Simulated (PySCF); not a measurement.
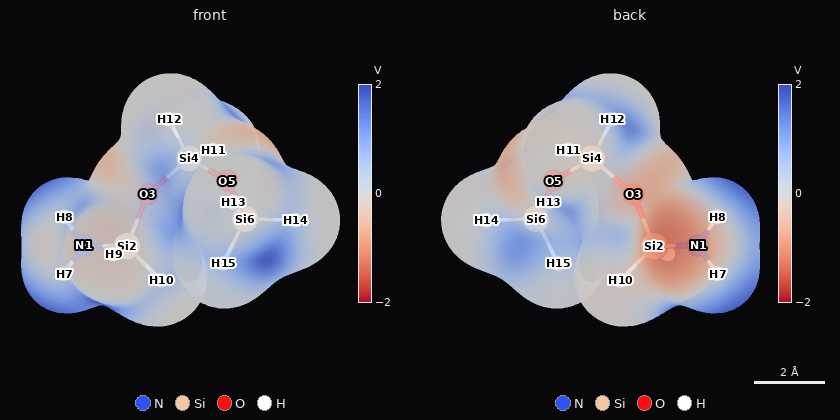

Figure 1: H9NO2Si3. The molecular electrostatic potential painted on the density surface at 0.002 e/bohr³, seen from the front and from behind; red is negative and blue positive.

Geometry: GFN2-xTB.

Theory: CAM-B3LYP/def2-SVPD, SCF density, gas phase (PySCF 2.14.0).

```xyz
15

N     3.1627    0.0974   -0.4523
Si    1.5407    0.5592   -0.1200
O     0.7037   -0.8080   -0.3728
Si   -0.6883   -1.5510   -0.6906
O    -1.9419   -0.5512   -0.4739
Si   -2.6208    0.8085    0.0789
H     3.8996    0.7700   -0.3267
H     3.4731   -0.8204   -0.1759
H     1.2422    0.9686    1.2589
H     1.1887    1.5882   -1.0950
H    -0.7081   -1.9123   -2.0997
H    -0.8049   -2.6276    0.2830
H    -3.0928    0.5356    1.4370
H    -3.7200    1.0582   -0.8518
H    -1.6382    1.8928    0.0734
```

Which sites attract a positive test charge, and which a negative one?

Answer. A positive charge is drawn to the negative regions and a negative charge to the positive ones. The most negative region (about −1.3 V) lies over N1, the most positive (about +1.7 V) over Si2, Si6 and H7. N1 is the likeliest acceptor of a hydrogen bond.
